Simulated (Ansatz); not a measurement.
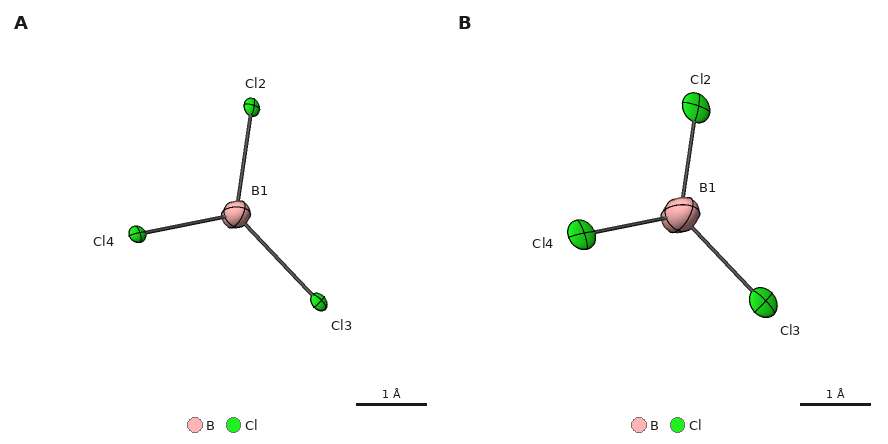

Displacement ellipsoids at the 50 % level, scaled by 3, from the internal vibrations of the free molecule (harmonic, no overall translation or rotation; no half-axis is drawn under 0.075 Å). Vibrations computed with RKS PBE0-D4/def2-TZVP (Ansatz 0.2.0). One panel is for 100 K, the other for 600 K.

Question: Which panel is for 600 K?

Answer: B.

Question: How much does the mean-square displacement of Cl2 grow, and why?

Answer: U_eq goes from 0.00055 to 0.0016 Å², a factor of 2.9. Modes below kT (417 cm⁻¹ at 600 K) grow about in proportion to T, and the lowest lies at 253 cm⁻¹; the mean-square amplitude of a mode is its zero-point value times coth(ħω/2kT), which comes close to 1 only above about 3kT.
